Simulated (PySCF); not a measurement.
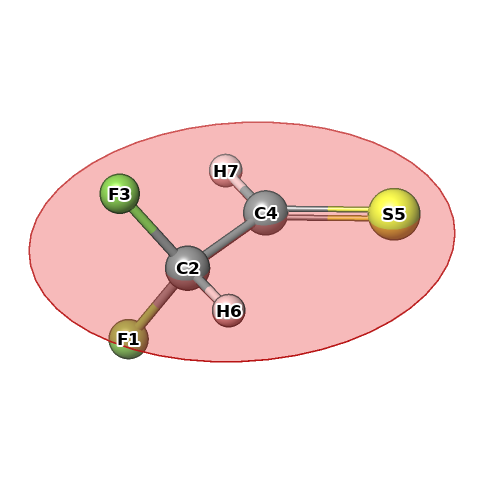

A disc through the centre of mass is drawn in. Atoms fade into the background with distance from the viewer. The computed structure is the end point of a PBE0-D3(BJ)/def2-SVP optimisation. No frequency run is at hand to confirm it as a minimum.

Is the plane of the disc a mirror plane of the structure?

Yes. The reflection leaves C2, C4, S5, H6, H7 in place and moves F1 ↔ F3. The point group is Cs.
